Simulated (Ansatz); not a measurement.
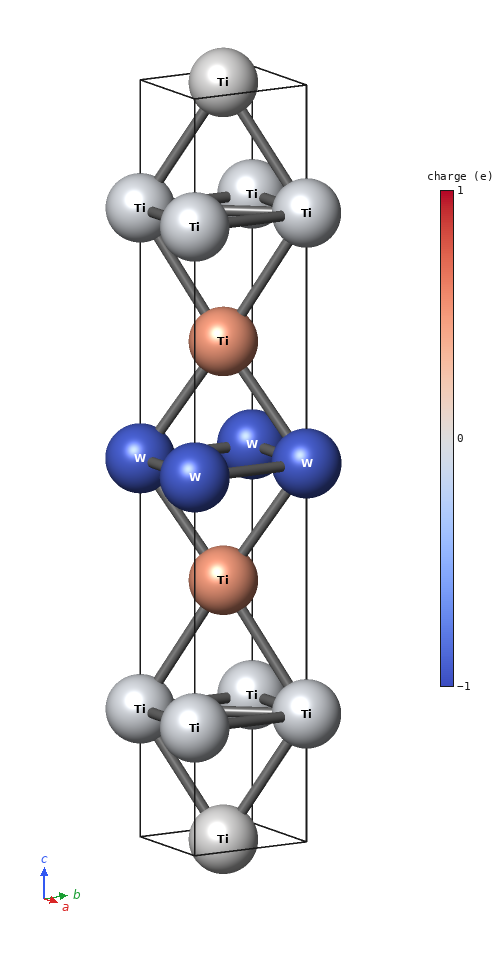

An orthographic ball-and-stick view of the structure, slightly off an axis. The box is the simulation cell; atoms on or close to its faces, edges and corners are drawn wherever they repeat. The atoms of this Ti$_{5}$W cell are coloured by their Bader charge.

Method used: DFT PBE, scalar-relativistic, plane waves, PAW (Ansatz 0.2.0). It ran with 420 eV cutoff, Brillouin-zone sampling on a 14×14×4 mesh, Gaussian smearing of 0.1 eV, no spin polarisation.

Give the charges by element.

Answer. Most positive: Ti; most negative: W. Charges: about Ti 0.0 to +0.5 e; W -0.9 e.

The structure was taken from a structure type filled with these elements by a generator (whether the compound takes this form wasn't checked). Earlier steps of the study, as a rule a relaxation of our own, may have changed the cell and positions, so they can lie some per cent off the listed ones. An electronic-structure calculation with Ansatz was run on it.
